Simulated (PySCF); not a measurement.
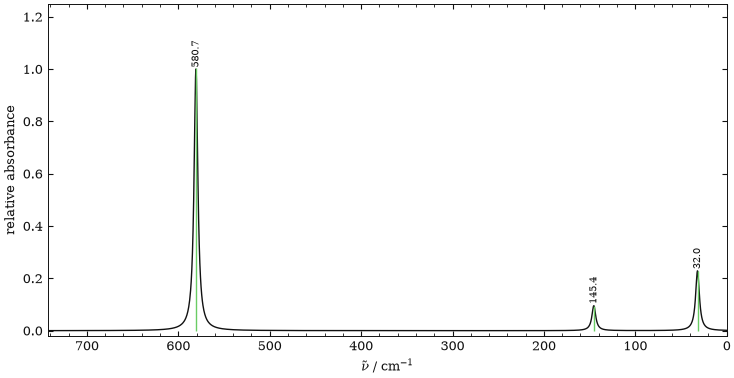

IR spectrum of LuF₃, singlet, at a minimum, with Lu as the central atom. Unscaled harmonic wavenumbers and double-harmonic intensities, PBE0/def2-TZVP (ECP) in PySCF, isolated molecule. Structures are the lowest points that the searches found. Degenerate modes count as one line, with their intensities summed. Lorentzian lines of 5 cm⁻¹ full width. Close modes add up in the curve.

Which point group goes with this spectrum?

The calculation gave D3h. Its 6 modes give 4 distinct wavenumbers, 3 with an intensity of 0.05 km/mol or more.
```tsv
cm⁻¹	km/mol	symmetry
32.0	80.0	a2''
145.4	33.3	e' (×2)
580.7	350.1	e' (×2)
593.9	0.0	a1'
```

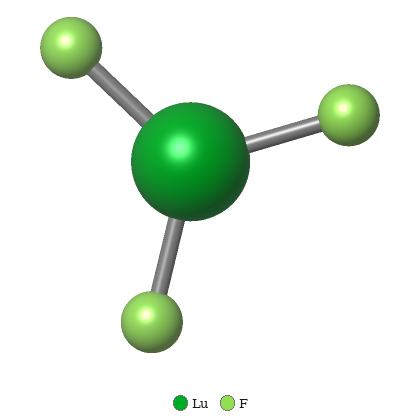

Note: spin-orbit coupling is left out, and with Lu it can shift these values.
